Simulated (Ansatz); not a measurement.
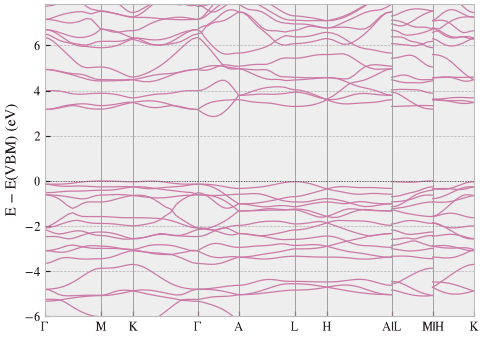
*Band structure from r²SCAN in the plane-wave PAW code Ansatz*

The gap is 2.85 eV; an edge lies off the plotted path or next to a special point (maximum off the standard path, minimum on the Γ–A line, 39 % of the way from Γ).

Q: Which compound is it?
A) Al3GaN4, P3m1 (Pearson symbol hP8)
B) ScAlN2, P3m1 (Sc on 1b, N on 1b, Al on 1c, N on 1c)
C) SiS2, P3_221 (Si on 3a, S on 6c)
D) CdGaNO, P3m1 (Ga on 1b, Cd on 1c, O on 1b, N on 1c)

A: C, SiS2, P3_221 (Si on 3a, S on 6c)

The start of the workflow was typed in or built on a structure type; neither database checked (COD, Materials Project) lists it. COD files the formula under space group No. 72, 122. Whether it is the stable phase at ambient conditions was not checked. The cell was relaxed with r²SCAN under the symmetry of its start; whether a distortion lowers the energy is not shown. The volume moved by -22 % from the start of the relaxation.

Potentials: the earlier of the program's two PAW sets. The files were generated under PBE; for other functionals the program regenerates the frozen cores, and for LDA and PBEsol the local potential too.
